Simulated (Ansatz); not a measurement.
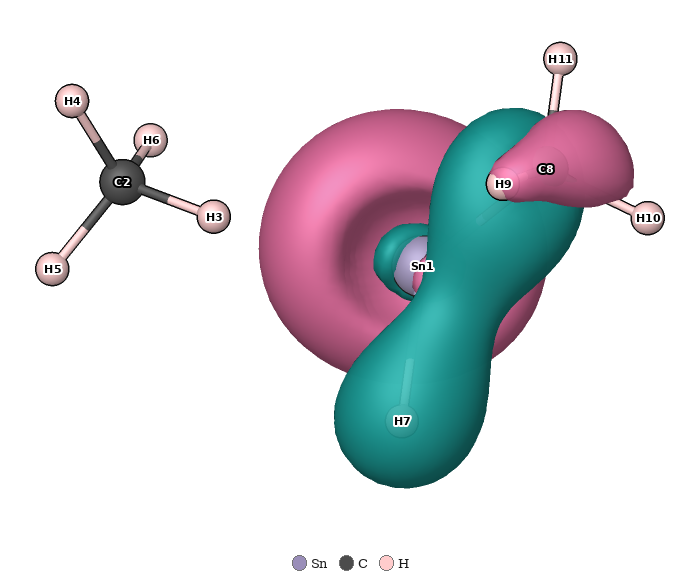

The picture shows: CH₄Sn···CH₄. One frontier orbital at ±0.15 Å⁻³ᐟ² (teal and pink are the two phases), seen at a tilt.

Core potentials replace the inner electrons of Sn.

Method: RKS BHLYP-D4/def2-SVP in Ansatz 0.2.0.

```xyz
11

Sn    0.0160    0.2221   -1.0538
C     1.6009   -0.0128    1.8890
H     0.5611   -0.3093    1.7296
H     2.0646   -0.7297    2.5681
H     1.6262    0.9860    2.3265
H     2.1627   -0.0072    0.9428
H    -1.1842    1.1125   -0.0991
C    -1.0310   -1.6953   -0.7708
H    -1.3612   -1.8679    0.2552
H    -1.9310   -1.6674   -1.3990
H    -0.4205   -2.5366   -1.1051
```

Question: Which orbital is it: HOMO or LUMO?

Answer: The HOMO, at −6.89 eV. Its weight (Hirshfeld) is mainly on Sn1 (about 70 %), C8 (about 15 %) and H7 (about 10 %).
